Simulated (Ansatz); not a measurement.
C₂H₄BFSi

Input file:

```
crystal:
  periodic: [false, false, false]
  atoms:
    - {symbol: F, position_ang: [2.114190, 1.761738, -1.149905]}
    - {symbol: C, position_ang: [1.463682, 0.752872, -0.626320]}
    - {symbol: C, position_ang: [1.689600, -0.487542, -0.204813]}
    - {symbol: B, position_ang: [0.294682, 0.044224, -0.108592]}
    - {symbol: Si, position_ang: [-1.608899, -0.179343, 0.420344]}
    - {symbol: H, position_ang: [2.449562, -1.245514, -0.081754]}
    - {symbol: H, position_ang: [-2.516451, 0.608512, -0.455368]}
    - {symbol: H, position_ang: [-2.024649, -1.606497, 0.370351]}
    - {symbol: H, position_ang: [-1.773216, 0.305351, 1.818860]}
basis:
  gaussian: {orbitals: def2-TZVPP}
hamiltonian: {xc: pbe0, dispersion: d4}
output: {orbitals: {seedname: orbitals}}
```

Launched as:

```sh
ansatz run in.yaml --threads 2 --pin off --events-out ev --progress --plain --max-ram 4352MiB
```

Geometry: PBE0-D4/def2-TZVP.

Computed with Ansatz, RKS PBE0-D4/def2-TZVPP.

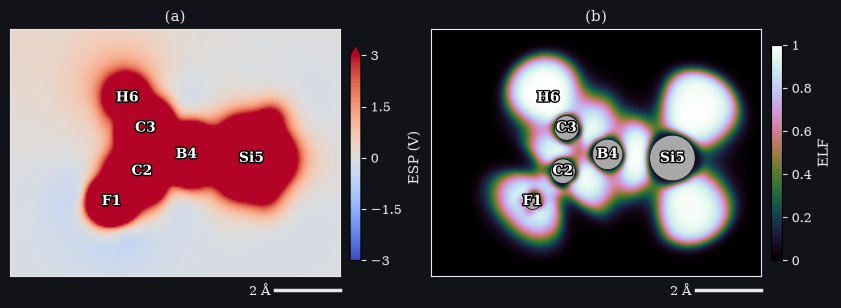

Figure 1. (a) molecular electrostatic potential; (b) ELF on the plane of atoms C2, C3 and B4. Grey discs cover the atomic cores in the ELF map.

Q: What do the fields say about this system?

A: The plane passes through F, C, B, Si and H nuclei. C–F (1.31 Å): the ELF peaks at about 0.85 between the atoms; a shared but strongly polarised pair. C–C (1.33 Å): the ELF peaks at about 0.90 between the atoms (a short, multiple covalent bond). C–B (1.46 Å): the ELF peaks at about 0.80 between the atoms, as expected for a covalent bond. Si–B (1.99 Å): the ELF peaks at about 1 between the atoms (localised, covalent bonding). C–H (1.08 Å): the ELF climbs to about 1 towards the hydrogen, as it does in any bond to H; a covalent bond by its length. The ELF also peaks beside F1, away from the bonds: lone-pair regions. Outside the dense part of the molecule the potential is most negative (−0.5 V) near F1.

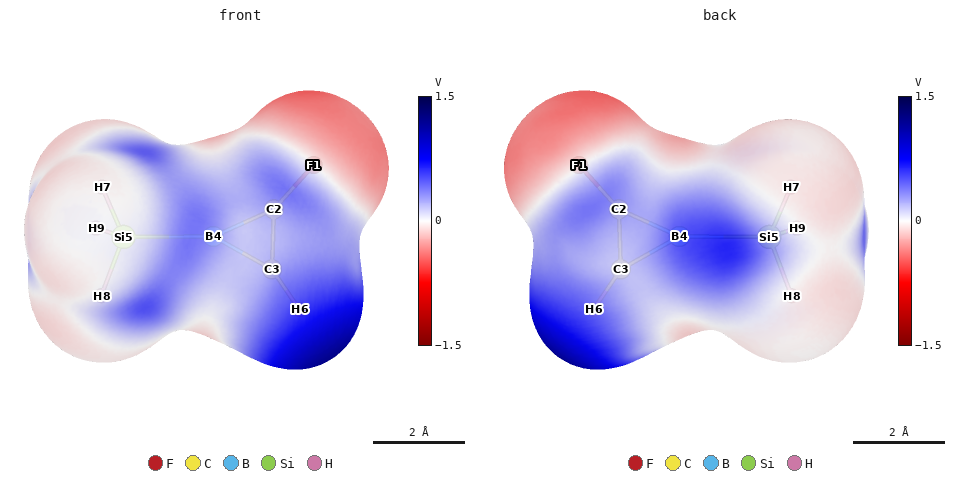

Figure 2. The electrostatic potential painted on the density surface at 0.001 e/bohr³, seen from the front and from behind; the colour scale runs from red (negative) to blue (positive).

Q: Which sites attract a positive test charge, and which a negative one?

A: A positive charge is drawn to the negative regions and a negative charge to the positive ones. The most negative region (about −0.4 V) lies over F1, the most positive (about +1.2 V) over H6.

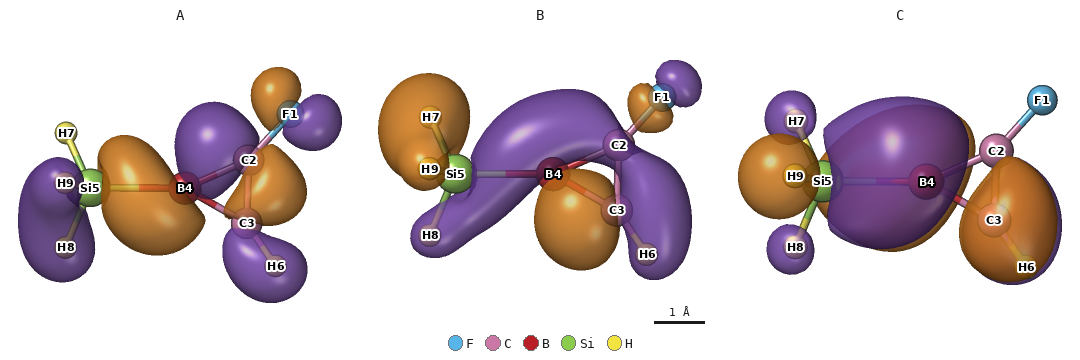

Figure 3. Three frontier orbitals at ±0.08 Å⁻³ᐟ² (orange and purple are the two phases), in no order.

Q: Which picture is the HOMO−1, the HOMO and the LUMO?

A: B is the HOMO−1 (−8.76 eV). By Hirshfeld shares it lies mainly on C3 (about 30 %), B4 (about 25 %), Si5 (about 15 %), C2 (about 10 %) and H7 (about 10 %). A is the HOMO (−8.37 eV). Its weight (Hirshfeld) is mainly on C2 (about 25 %), B4 (about 25 %), Si5 (about 20 %), F1 (about 10 %) and C3 (about 10 %). C is the LUMO (−0.83 eV). By Hirshfeld shares it lies mainly on B4 (about 35 %), Si5 (about 25 %), C3 (about 20 %) and C2 (about 5 %).

Q: What is the HOMO–LUMO gap?

A: 7.54 eV between the orbital energies.
